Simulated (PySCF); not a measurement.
System: CH$_{3}$Cl$_{3}$Si (SMILES C[Si](Cl)(Cl)Cl).

```yaml
atoms:
  - { symbol: Si, position_ang: [0.7597, 0.0412, -0.0060] }
  - { symbol: Cl, position_ang: [1.5021, 0.1458, 1.9049] }
  - { symbol: Cl, position_ang: [1.3331, 1.7331, -1.0152] }
  - { symbol: Cl, position_ang: [1.6033, -1.5810, -0.9394] }
  - { symbol: C, position_ang: [-1.0806, -0.1099, 0.0224] }
  - { symbol: H, position_ang: [-1.4719, -0.1663, -1.0041] }
  - { symbol: H, position_ang: [-1.5246, 0.7607, 0.5272] }
  - { symbol: H, position_ang: [-1.3693, -1.0225, 0.5650] }
```

Geometry: PBE0-D3(BJ)/def2-SVP.

Method: PBE0/pcSseg-2, SCF density, gas phase, non-relativistic in PySCF.

What will maps of the electron density and electron localisation function show?

C–Si (1.85 Å): ρ is about 1 e/Å³ halfway; the ELF peaks at about 0.95 between the atoms (a covalent bond).
Si–Cl (2.05 Å): ρ at the midpoint is about 0.93 e/Å³; the ELF peaks at about 0.85 between the atoms; a polar covalent bond.
C–H (1.10 Å): the density is about 1.9 e/Å³ at the midpoint; the ELF climbs to about 1 towards the hydrogen, as it does in any bond to H; a covalent bond by its length.

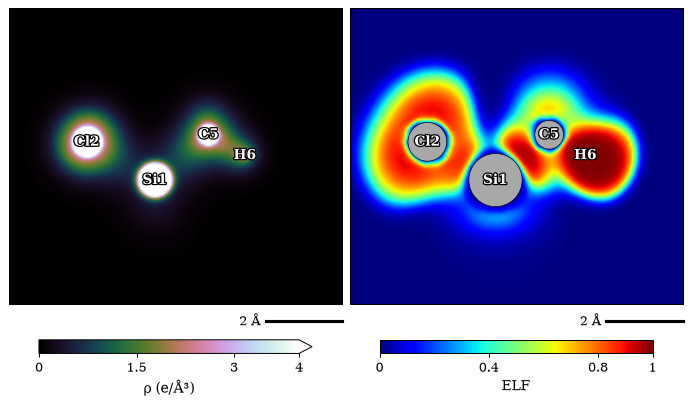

Computed electron density and electron localisation function on the plane of atoms Si1, C5 and H6, in this order. Grey discs cover the atomic cores in the ELF map. 
